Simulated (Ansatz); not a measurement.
# How many bands does the GW gap of C4S5O (Pc) need?

Wanted: a G0W0 gap for C4S5O (Pc) that is converged in bands and cutoff, or an estimate of the limit.

Main program and level: Ansatz 0.2.0; G0W0 on PBE, plane waves, PAW; PAW set soft_1.

## Step 1: Starting point

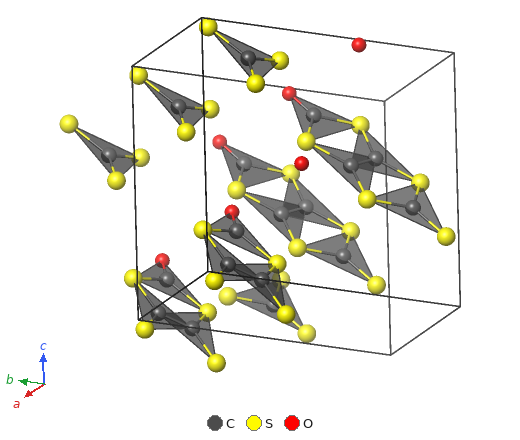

Start, viewed from a free direction; carbon dark grey, sulfur yellow, oxygen red. 2×1×1 cells are drawn. Bonds to atoms that aren't drawn are left out. Some periodic images of atoms are drawn too.

Geometry: measured cell, ions relaxed with PBE. The runs that relaxed it are not among those shown.

## Step 2: 160 empty bands, screening to 33 eV

G0W0 replaces the xc potential by the self-energy, built once from these orbitals. Only a window of levels is corrected, while the sums run over the empty bands that the input names. This step takes PAW set soft_1 files.

input.yaml reads:

```yaml
crystal:
  lattice:
    - [3.9638, 0.0, 0.0]
    - [0.0, 11.0211, 0.0]
    - [-2.2503537532, 0.0, 8.5408209769]
  atoms:
    - { symbol: C, position: [0.9954444397, 0.1796739709, 0.3639247569] }
    - { symbol: C, position: [0.9954444397, 0.8203260291, 0.8639247569] }
    - { symbol: C, position: [0.4303161322, 0.201707041, 0.6372972353] }
    - { symbol: C, position: [0.4303161322, 0.798292959, 0.1372972353] }
    - { symbol: C, position: [0.7934383888, 0.3409955639, 0.8579692616] }
    - { symbol: C, position: [0.7934383888, 0.6590044361, 0.3579692616] }
    - { symbol: C, position: [0.3676703384, 0.3173331213, 0.5811982461] }
    - { symbol: C, position: [0.3676703384, 0.6826668787, 0.0811982461] }
    - { symbol: S, position: [0.7175656305, 0.1290236316, 0.2041229421] }
    - { symbol: S, position: [0.7175656305, 0.8709763684, 0.7041229421] }
    - { symbol: S, position: [0.2162793335, 0.0863359043, 0.5167550488] }
    - { symbol: S, position: [0.2162793335, 0.9136640957, 0.0167550488] }
    - { symbol: S, position: [0.7019628428, 0.181898402, 0.8234195846] }
    - { symbol: S, position: [0.7019628428, 0.818101598, 0.3234195846] }
    - { symbol: S, position: [0.0945683707, 0.3332646569, 0.3947420537] }
    - { symbol: S, position: [0.0945683707, 0.6667353431, 0.8947420537] }
    - { symbol: S, position: [0.5678526524, 0.4359530879, 0.6984529155] }
    - { symbol: S, position: [0.5678526524, 0.5640469121, 0.1984529155] }
    - { symbol: O, position: [-0.010268129, 0.3802644671, 0.9759479553] }
    - { symbol: O, position: [-0.010268129, 0.6197355329, 0.4759479553] }
kpoints:
  mp_grid: { grid: [4, 2, 2] }
hamiltonian:
  xc: pbe
  pseudopotentials: { kind: paw, azcp: { folder: soft_1 } }
scf:
  occupations: { method: fixed }
gw:
  n_empty_bands: 160
  ecut_chi: 33
  qp_bands: [v4, c4]
  qp_kpoints: band_edges
  screening: { model: contour_deformation }
```

Command:

```sh
> ansatz run input.yaml --threads 2 --pin off --max-ram 92160MiB --backend cuda --events-out ev --progress --plain --runs-dir out --devices 1 --max-vram 13GiB
```

Numbers of over 12 decimals in the logs are rounded to 6 here.

What it wrote:

```text
GPUs: using 1 of 1 available (devices: 1).
Engine: ansatz 0.2.0, x86_64-unknown-linux-gnu
Pseudopotentials: kind: paw
Pseudopotential: C, paw, valence charge 4, recommended cutoff 420 eV (normal), soft_1/C.paw.azcp
Pseudopotential: S, paw, valence charge 6, recommended cutoff 420 eV (normal), soft_1/S.paw.azcp
Pseudopotential: O, paw, valence charge 6, recommended cutoff 420 eV (normal), soft_1/O.paw.azcp
Functional definition: PBE
  parameter kappa = 0.804
  parameter beta = 0.066725
  exchange = pbe_x(kappa = kappa, mu = beta*pi^2/3)
  correlation = pbe_c(beta = beta)
device memory: the entry about to start is reckoned to put 3.3 GiB on a device that reports 62.3 GiB free (of which the cap on the GPU budget leaves the run 13.0 GiB)
GPU FFT provider: cuFFT
GPU libraries: cuBLAS 13.8.2, cuFFT 12.4.0, cuSOLVER 12.3.4
Crystal: 20 atoms, lattice volume = 373.109 Å³
Basis set: ecut = 420 eV, 7335 PW (Γ)
Bands: 72, of which v1, the nominal top of the filled ones, is band 52 counted from 1 (51 counted from 0)
Symmetry: 2 space group operations
Space group: Pc (ITA 7), of the structure as read, at distance tolerance 7.2e-5 Å
k-points: 12 of 16 (time reversal used)
Non-local potential: C, projectors of the file, l = 0: 2, l = 1: 2, l = 2: 1
Non-local potential: S, projectors of the file, l = 0: 2, l = 1: 2, l = 2: 1
Non-local potential: O, projectors of the file, l = 0: 2, l = 1: 2, l = 2: 1
PAW form: soft (Blöchl's): semilocal exchange-correlation on the pseudo side does not see the compensation charge
PAW one-centre angular grid: C, 110 points (default); XC on 64 Gauss nodes
PAW one-centre angular grid: S, 110 points (default); XC on 64 Gauss nodes
PAW one-centre angular grid: O, 110 points (default); XC on 64 Gauss nodes
Initial density: superposition of atomic densities (chi_scale 0.1, normalization cell, long waves kept (reshape's long-wave potential 0.98 eV rms))
Initial wavefunctions: pseudopotential atomic-orbital guess
GPU buffer pool allocated for 121500 grid points (all kernels)
GPU transforms: local potential and band sums: pruned to the plane-wave sphere, on 27×75×60
Functional: x = pbe(κ = 0.804, μ = 0.219515), c = pbe(β = 0.066725)
SCF iter   1: F=—  HF=-12165.171155 eV  |F-HF|=—  |Δ(HF+E_count)|=         —  Δρ=7.74e-2  dr2=4.25e1  ethr=3.10e-3  ⟨swp⟩=5.0  Hψ=3663  notcnv=0  defer=216
preconditioner: auto → Resta (q_TF=auto, 2.205 Å⁻¹)  ε∞=4.0  [insulator: Δε(μ)=0.975 eV  Ē_g=10.954 eV  n_scr=62 (ndim 8)  ℏωp=18.8 eV  f_vac=0.025  ε∞_Penn≈4.0]
SCF iter   2: F=—  HF=-12156.795679 eV  |F-HF|=—  |Δ(HF+E_count)|=    8.38e0  Δρ=3.55e-2  dr2=3.60e0  ethr=3.10e-3  ⟨swp⟩=4.0  Hψ=2057  notcnv=0  defer=212
SCF iter   3: F=—  HF=-12156.076739 eV  |F-HF|=—  |Δ(HF+E_count)|=   7.19e-1  Δρ=1.68e-2  dr2=9.29e-1  ethr=3.10e-3  ⟨swp⟩=2.0  Hψ=1596  notcnv=0  defer=200
SCF iter   4: F=—  HF=-12155.939137 eV  |F-HF|=—  |Δ(HF+E_count)|=   1.38e-1  Δρ=8.01e-3  dr2=2.13e-1  ethr=8.93e-4  ⟨swp⟩=2.0  Hψ=1430  notcnv=0  defer=216
SCF iter   5: F=—  HF=-12155.913023 eV  |F-HF|=—  |Δ(HF+E_count)|=   2.61e-2  Δρ=2.01e-3  dr2=1.49e-2  ethr=2.05e-4  ⟨swp⟩=2.0  Hψ=1570  notcnv=0  defer=216
SCF iter   6: F=—  HF=-12155.920106 eV  |F-HF|=—  |Δ(HF+E_count)|=   7.08e-3  Δρ=9.25e-4  dr2=4.20e-3  ethr=1.43e-5  ⟨swp⟩=2.1  Hψ=1175  notcnv=0  defer=216
SCF iter   7: F=—  HF=-12155.921443 eV  |F-HF|=—  |Δ(HF+E_count)|=   1.34e-3  Δρ=2.60e-4  dr2=3.33e-4  ethr=4.03e-6  ⟨swp⟩=2.0  Hψ=1211  notcnv=0  defer=216
SCF iter   8: F=—  HF=-12155.921738 eV  |F-HF|=—  |Δ(HF+E_count)|=   2.94e-4  Δρ=1.23e-4  dr2=8.74e-5  ethr=3.20e-7  ⟨swp⟩=2.0  Hψ=1285  notcnv=0  defer=216
SCF iter   9: F=—  HF=-12155.921760 eV  |F-HF|=—  |Δ(HF+E_count)|=   2.28e-5  Δρ=4.00e-5  dr2=7.72e-6  ethr=8.40e-8  ⟨swp⟩=2.3  Hψ=1359  notcnv=0  defer=209
SCF iter  10: F=—  HF=-12155.921766 eV  |F-HF|=—  |Δ(HF+E_count)|=   5.82e-6  Δρ=1.46e-5  dr2=1.12e-6  ethr=7.42e-9  ⟨swp⟩=2.0  Hψ=1271  notcnv=0  defer=210
SCF iter  11: F=—  HF=-12155.921767 eV  |F-HF|=—  |Δ(HF+E_count)|=   9.95e-7  Δρ=5.74e-6  dr2=1.72e-7  ethr=1.08e-9  ⟨swp⟩=2.0  Hψ=1192  notcnv=0  defer=210
SCF iter  12: F=-12155.921767 eV  HF=-12155.921767 eV  |F-HF|=9.23e-9  |Δ(HF+E_count)|=   1.76e-7  Δρ=1.63e-6  dr2=1.58e-8  ethr=9.62e-11  ⟨swp⟩=15.2  Hψ=4762  notcnv=0
SCF 1 converged in 12 iterations: F = -12155.921767 eV  dr2 = 1.58e-8
  greatest PAW one-centre occupation: 0.878 electrons in one spin orbital (limit 2), on the O atom at site 19 (counted from 0), in its partial waves of l = 0
device memory: the entry about to start is reckoned to put 3.9 GiB (of the 4.1 GiB reckoned in all, the device holds 0.1 GiB already) on a device that reports 61.9 GiB free (of which the cap on the GPU budget leaves the run 12.9 GiB)
NSCF: frozen V_eff on 12 k-points
the band table was solved once the SCF had ended and its energy, with any forces and stress, was formed, with the checks that follow a solve (3900 applications of the Hamiltonian). They found nothing against the state; the energy, forces and stress were not computed again (output.eigenvalues in the input reference)
device memory: the entry about to start is reckoned to put 3.7 GiB on a device that reports 61.6 GiB free (of which the cap on the GPU budget leaves the run 13.0 GiB)
NSCF: frozen V_eff on 12 k-points
G₀W₀ screening: q 1/12
[...]
k-point 2: bands = [... 48 lower, 2.5556, 2.8724, 3.0332, 3.1134, 5.6445, 5.6464, 6.4051, 6.4536, ... 16 higher]
  k-point 11: bands = [... 48 lower, 2.7838, 2.7838, 3.2330, 3.2330, 5.4066, 5.4066, 6.1303, 6.1303, ... 16 higher]
--- G₀W₀: contour deformation, 6 samples at zero and on the imaginary axis and 1 off it, 16 q-points, 160 empty bands' worth ---
  eigenvalues of the whole cell's RPA ε∞ on this k-mesh (on a slab, of 1 + 4πα/V) = 2.5269, 4.1273, 5.2286; static W/v taken at q = 0 is 0.268914
  gw.qp_kpoints: band_edges: 12 of 12 stored k-points solved, in 1 pass; an edge of the gap read off the rows below is read off those points alone
  `?` marks the rows in doubt; gw_qp.tsv's column doubts and the gw_qp event give each row's grounds
    ik  band        ε_KS         Σx   Σc(E_QP)       V_xc       Z   E_QP_lin       E_QP  E_QP is
     0    49      2.5714   -17.8394     2.9223   -14.5703  0.7255     2.2194     2.2245  root
     0    50      2.9670   -18.0616     2.6940   -15.0826  0.7421     2.6794     2.6820  root
     0    51      3.0412   -17.1633     2.1007   -14.9017  0.7541     2.8798     2.8804  root
     0    52      3.0872   -17.1680     2.1634   -14.8319  0.7530     2.9139     2.9146  root
     0    53      5.6178   -10.1988    -2.8344   -14.5045  0.7607     7.1844     7.0890  root
     0    54      5.6636   -10.2743    -2.7888   -14.5101  0.7615     7.2034     7.1105  root
     0    55      6.3067    -8.0558    -3.6046   -13.0355  0.7822     7.7470     7.6819  root
     0    56      6.3897    -9.0757    -3.8294   -14.4731  0.7737     8.0760     7.9576  root ?
     1    49      2.8486   -18.5551     2.9126   -15.3109  0.7357     2.5131     2.5169  root
     1    50      2.8486   -18.5551     2.9126   -15.3109  0.7357     2.5131     2.5169  root
     1    51      3.1818   -17.2087     2.0191   -15.0644  0.7585     3.0563     3.0566  root
     1    52      3.1818   -17.2087     2.0191   -15.0644  0.7585     3.0563     3.0566  root
     1    53      5.6629   -10.2219    -2.8092   -14.4729  0.7602     7.1976     7.1047  root
     1    54      5.6629   -10.2219    -2.8092   -14.4729  0.7602     7.1976     7.1047  root
     1    55      6.2919    -9.0945    -3.6083   -14.2247  0.7745     7.9142     7.8138  root ?
     1    56      6.2919    -9.0945    -3.6083   -14.2247  0.7745     7.9142     7.8138  root ?
     2    49      2.5556   -17.8065     2.9290   -14.5277  0.7249     2.2005     2.2059  root
     2    50      2.8724   -17.7280     2.6985   -14.7226  0.7383     2.5623     2.5655  root
     2    51      3.0332   -17.2299     2.1166   -14.9510  0.7547     2.8703     2.8709  root
     2    52      3.1134   -17.1579     2.1399   -14.8529  0.7533     2.9476     2.9482  root
     2    53      5.6445   -10.2050    -2.7912   -14.4416  0.7620     7.1815     7.0899  root
     2    54      5.6464   -10.3373    -2.8282   -14.6415  0.7595     7.2223     7.1222  root ?
     2    55      6.4051    -9.4476    -3.3649   -14.3783  0.7687     8.0919     7.9709  root ?
     2    56      6.4536    -9.5562    -3.6244   -14.7660  0.7648     8.1710     8.0389  root ?
     3    49      2.7792   -18.2116     2.8967   -14.9745  0.7325     2.4345     2.4388  root
     3    50      2.7792   -18.2116     2.8967   -14.9745  0.7325     2.4345     2.4388  root
     3    51      3.1900   -17.2286     2.0193   -15.0858  0.7586     3.0662     3.0665  root
     3    52      3.1900   -17.2286     2.0193   -15.0858  0.7586     3.0662     3.0665  root
     3    53      5.6683   -10.2701    -2.7984   -14.5130  0.7597     7.2072     7.1127  root
     3    54      5.6683   -10.2701    -2.7984   -14.5130  0.7597     7.2072     7.1127  root
     3    55      6.3762    -9.7594    -3.4545   -14.7903  0.7668     8.0786     7.9525  root ?
     3    56      6.3762    -9.7594    -3.4545   -14.7903  0.7668     8.0786     7.9525  root ?
[...]
4    54      5.7347   -10.0078    -2.9713   -14.4277  0.7586     7.2879     7.1833  root ?
     4    55      6.1286    -9.2460    -3.5155   -14.3197  0.7710     7.7997     7.6867  root ?
     4    56      6.3338    -9.4901    -3.6323   -14.7079  0.7675     8.0508     7.9192  root ?
[...]
5    55      6.2344    -9.7986    -3.5216   -14.9017  0.7647     7.9477     7.8159  root ?
     5    56      6.3545    -9.2640    -3.6555   -14.4776  0.7682     8.0318     7.9126  root ?
[...]
6    55      6.2027    -9.8477    -3.4614   -14.9121  0.7631     7.9490     7.8057  root ?
     6    56      6.2908    -9.3469    -3.5848   -14.4968  0.7684     7.9771     7.8558  root ?
[...]
7    55      6.2700   -10.0434    -3.4687   -15.1159  0.7608     8.0197     7.8738  root ?
     7    56      6.2767    -9.6454    -3.4730   -14.7020  0.7652     7.9917     7.8602  root ?
[...]
8    55      6.1422    -9.7778    -3.4034   -14.7700  0.7634     7.8655     7.7310  root ?
     8    56      6.2222    -9.6697    -3.5407   -14.7906  0.7647     7.9328     7.8024  root ?
[...]
9    55      6.2147    -9.8183    -3.5559   -14.9783  0.7635     7.9625     7.8188  root ?
     9    56      6.2147    -9.8183    -3.5559   -14.9783  0.7635     7.9625     7.8188  root ?
[...]
10    53      5.1107    -9.2809    -2.7077   -13.3428  0.7721     6.5218     6.4649  root
    10    54      5.4911    -9.1902    -2.9894   -13.5818  0.7681     6.9713     6.8934  root
    10    55      6.0934    -9.9220    -3.3817   -14.8820  0.7632     7.8027     7.6717  root ?
    10    56      6.2485    -9.5193    -3.5549   -14.6322  0.7645     7.9293     7.8064  root ?
    11    49      2.7838   -17.7793     2.7851   -14.6838  0.7347     2.4700     2.4735  root
    11    50      2.7838   -17.7793     2.7851   -14.6838  0.7347     2.4700     2.4735  root
    11    51      3.2330   -17.2453     2.0745   -15.0782  0.7608     3.1402     3.1404  root
    11    52      3.2330   -17.2453     2.0745   -15.0782  0.7608     3.1402     3.1404  root
    11    53      5.4066    -9.3911    -2.8789   -13.6586  0.7674     6.8678     6.7952  root
    11    54      5.4066    -9.3911    -2.8789   -13.6586  0.7674     6.8678     6.7952  root
    11    55      6.1303    -9.6487    -3.4261   -14.6347  0.7666     7.8091     7.6901  root ?
    11    56      6.1303    -9.6487    -3.4261   -14.6347  0.7666     7.8091     7.6901  root ?
[key lines of the parts left out:]
SCF converged after 12 iterations
Free energy (F): -12155.921767 eV
Fermi energy:    3.446139 eV
```

Wall time 20 s (1 × NVIDIA H100 80GB HBM3 (shared by 6 runs) with 2 threads of AMD EPYC 7R13 (Zen 3), shared host); peak memory 1.5 GiB.

This step gave:

* bands summed: 212
* RPA ε∞ on this mesh (eigenvalues): 2.527, 4.127, 5.229
* plane waves in the screening matrix: 151
* q-points in the mesh: 16
* G0W0 gap on the mesh: 2.972 eV
* k of the valence top: -0.5, -0.5, 0
* k of the conduction bottom: -0.5, 0, 0
* starting gap on the mesh: 1.582 eV
* Z at the valence top: 0.7650
* Z at the conduction bottom: 0.7734
* least direct G0W0 gap on the computed points: 3.064 eV

The gap on the mesh goes from 1.58 eV to 2.97 eV, a correction of +1.39 eV. Between the two edge states, bare exchange in place of the xc potential would open the gap by 6.03 eV, and correlation takes back 4.64 eV.

## Step 3: 454 empty bands, screening to 66 eV

Another rung: the empty bands reach about as high as the screening cutoff, so the two stay in balance.

input.yaml, as its differences from that of step 2:

```diff
@@ -34,4 +34,4 @@
 gw:
-  n_empty_bands: 160
-  ecut_chi: 33
+  n_empty_bands: 454
+  ecut_chi: 66
   qp_bands: [v4, c4]
```

What it wrote:

```text
GPUs: using 1 of 1 available (devices: 1).
[...]
GPU FFT provider: cuFFT
GPU libraries: cuBLAS 13.8.2, cuFFT 12.4.0, cuSOLVER 12.3.4
Crystal: 20 atoms, lattice volume = 373.109 Å³
Basis set: ecut = 420 eV, 7335 PW (Γ)
Bands: 72, of which v1, the nominal top of the filled ones, is band 52 counted from 1 (51 counted from 0)
Symmetry: 2 space group operations
[...]
k-points: 12 of 16 (time reversal used)
[...]
GPU buffer pool allocated for 121500 grid points (all kernels)
[...]
SCF iter   1: F=—  HF=-12165.171155 eV  |F-HF|=—  |Δ(HF+E_count)|=         —  Δρ=7.74e-2  dr2=4.25e1  ethr=3.10e-3  ⟨swp⟩=5.0  Hψ=3663  notcnv=0  defer=216
[...]
SCF iter  12: F=-12155.921767 eV  HF=-12155.921767 eV  |F-HF|=9.23e-9  |Δ(HF+E_count)|=   1.76e-7  Δρ=1.63e-6  dr2=1.58e-8  ethr=9.62e-11  ⟨swp⟩=15.2  Hψ=4762  notcnv=0
SCF 1 converged in 12 iterations: F = -12155.921767 eV  dr2 = 1.58e-8
[...]
NSCF: frozen V_eff on 12 k-points
[...]
G₀W₀ screening: q 1/12
[... further progress lines ...]
[...]
SCF converged after 12 iterations
Free energy (F): -12155.921767 eV
[...]
Internal energy: -12155.921767 eV  (E = F + TS)
E sigma→0 (E₀):  -12155.921767 eV
Fermi energy:    3.446139 eV
[...]
--- Band table (eV; the first three rows and the last of 12) ---
  k-point 0: bands = [... 48 lower, 2.5714, 2.9670, 3.0412, 3.0872, 5.6178, 5.6636, 6.3067, 6.3897, ... 16 higher]
  k-point 1: bands = [... 48 lower, 2.8486, 2.8486, 3.1818, 3.1818, 5.6629, 5.6629, 6.2919, 6.2919, ... 16 higher]
  k-point 2: bands = [... 48 lower, 2.5556, 2.8724, 3.0332, 3.1134, 5.6445, 5.6464, 6.4051, 6.4536, ... 16 higher]
  k-point 11: bands = [... 48 lower, 2.7838, 2.7838, 3.2330, 3.2330, 5.4066, 5.4066, 6.1303, 6.1303, ... 16 higher]
[...]
0    49      2.5714   -17.8394     2.6499   -14.5703  0.7190     1.9344     1.9521  root
     0    50      2.9670   -18.0616     2.3899   -15.0826  0.7340     2.3663     2.3779  root
     0    51      3.0412   -17.1633     1.7756   -14.9017  0.7419     2.5492     2.5552  root
     0    52      3.0872   -17.1680     1.8279   -14.8319  0.7413     2.5724     2.5791  root
     0    53      5.6178   -10.1988    -3.2281   -14.5045  0.7473     6.7338     6.6953  root
     0    54      5.6636   -10.2743    -3.1698   -14.5101  0.7482     6.7671     6.7296  root
     0    55      6.3067    -8.0558    -3.9073   -13.0355  0.7742     7.4110     7.3792  root
     0    56      6.3897    -9.0757    -4.1300   -14.4731  0.7646     7.7121     7.6571  root
[...]
11    53      5.4066    -9.3911    -3.2700   -13.6586  0.7551     6.4324     6.4041  root
    11    54      5.4066    -9.3911    -3.2700   -13.6586  0.7551     6.4324     6.4041  root
    11    55      6.1303    -9.6487    -3.7171   -14.6347  0.7553     7.4553     7.3992  root
    11    56      6.1303    -9.6487    -3.7171   -14.6347  0.7553     7.4553     7.3992  root
```

The job ended after 60 s (1 × NVIDIA H100 80GB HBM3 (shared by 6 runs) with 2 threads; peak memory 2.3 GiB; 79 s of CPU time).

This step gave:

* bands summed: 506
* RPA ε∞ on this mesh (eigenvalues): 2.531, 4.116, 5.196
* plane waves in the screening matrix: 455
* q-points in the mesh: 16
* G0W0 gap on the mesh: 2.969 eV
* k of the valence top: -0.5, -0.5, 0
* k of the conduction bottom: -0.5, 0, 0
* starting gap on the mesh: 1.582 eV
* Z at the valence top: 0.7520
* Z at the conduction bottom: 0.7617
* least direct G0W0 gap on the computed points: 3.051 eV

Against the run with 4×2×2 mesh, 160 empty bands, screening to 33 eV, PAW set soft_1 files, the gap moves by −0.003 eV.

## Step 4: 977 empty bands, screening to 110 eV

input.yaml, as its differences from that of step 3:

```diff
@@ -34,4 +34,4 @@
 gw:
-  n_empty_bands: 454
-  ecut_chi: 66
+  n_empty_bands: 977
+  ecut_chi: 110.0
   qp_bands: [v4, c4]
```

What it wrote:

```text
GPUs: using 1 of 1 available (devices: 1).
[...]
GPU FFT provider: cuFFT
GPU libraries: cuBLAS 13.8.2, cuFFT 12.4.0, cuSOLVER 12.3.4
Crystal: 20 atoms, lattice volume = 373.109 Å³
Basis set: ecut = 420 eV, 7335 PW (Γ)
Bands: 72, of which v1, the nominal top of the filled ones, is band 52 counted from 1 (51 counted from 0)
Symmetry: 2 space group operations
[...]
k-points: 12 of 16 (time reversal used)
[...]
0    56      6.3897    -9.0757    -4.3614   -14.4731  0.7598     7.4577     7.4256  root
[...]
11    53      5.4066    -9.3911    -3.5287   -13.6586  0.7497     6.1590     6.1454  root
    11    54      5.4066    -9.3911    -3.5287   -13.6586  0.7497     6.1590     6.1454  root
    11    55      6.1303    -9.6487    -3.9664   -14.6347  0.7493     7.1824     7.1500  root
    11    56      6.1303    -9.6487    -3.9664   -14.6347  0.7493     7.1824     7.1500  root
[key lines of the parts left out:]
SCF converged after 12 iterations
Free energy (F): -12155.921767 eV
Fermi energy:    3.446139 eV
```

Wall time 2 min (1 × NVIDIA H100 80GB HBM3 (shared by 6 runs) with 2 threads); peak memory 4.4 GiB.

This step gave:

```yaml
bands_summed: 1029
rpa_eps_infinity_on_this_mesh_eigenvalues: 2.528, 4.093, 5.150
plane_waves_in_the_screening_matrix: 983
g0w0_gap_on_the_mesh: 2.992 eV
k_of_the_valence_top: -0.5, -0.5, 0
k_of_the_conduction_bottom: -0.5, 0, 0
starting_gap_on_the_mesh: 1.582 eV
least_direct_g0w0_gap_on_the_computed_points: 3.067 eV
```

Against the run with 4×2×2 mesh, 454 empty bands, screening to 66 eV, PAW set soft_1 files, the gap moves by +0.02 eV.

(Continued in part 2 of 2.)

[Paths, hosts, dates, memory and timing lines, banners, echoed tables and standing remarks are left out of the program output.]

[Logs are printed without paths, hosts, clocks, repeated set-up lines and the standing remarks that a program may print on its own settings, such as how far it seeks lower states.]

[Runs of the session that timed out or met a known fault of the program may be left out.]

[Cells called generated may have been cut or substituted from an entry of the Crystallography Open Database or the Materials Project.]

[Hosts, paths, dates, database ids (printed as entryN), source tags and the programs' standing remarks are cut or masked in the printed files.]
